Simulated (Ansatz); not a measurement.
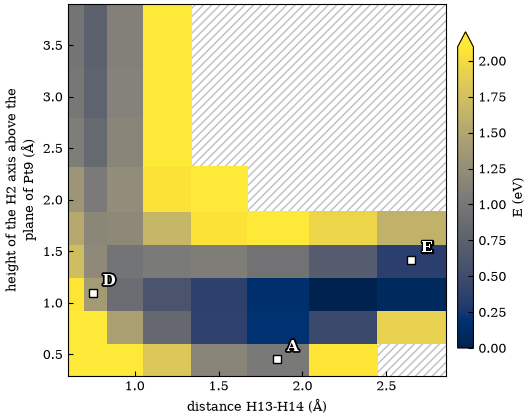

H₂ on a Pt(111) slab cut from the Fm-3m phase, its upper half relaxed before the scan (12 atoms of substrate and one adsorbate in a 2 × 2 cell). 
- H2 lies flat over one site of a rigid substrate while its bond length and height are varied; it sits over a bridge site, heights counted from the top plane, its axis along a direction equivalent to the long diagonal of the hexagonal surface cell.
- Coordinates scanned: (1) distance H13-H14; (2) height of the H2 axis above the plane of Pt9.
- Grid: 8 × 9 points. At 16 points there is no value (left out: too close to the surface, or the stretched molecule far from it).
- Points are written as (first, second).
- All energies are given in eV relative to the lowest grid point.
- Computed with DFT PBE, scalar-relativistic, plane waves, PAW (Ansatz). Settings: cutoff 420 eV, k-mesh 6×6×1, gaussian smearing 0.1 eV, no spin polarisation.

Drawn: one coloured cell a grid point, one colour for all values above the top of the scale, hatched blanks where no value was computed, lettered points.

Is E the lowest point of the computed grid?

No. E lies 0.35 eV above the lowest grid point, which is at (2.235 Å, 1.09 Å).

Rank the lettered points by energy, lowest first.

E (0.35 eV), A (1.02 eV), D (1.39 eV).

PAW datasets: the set soft_1.
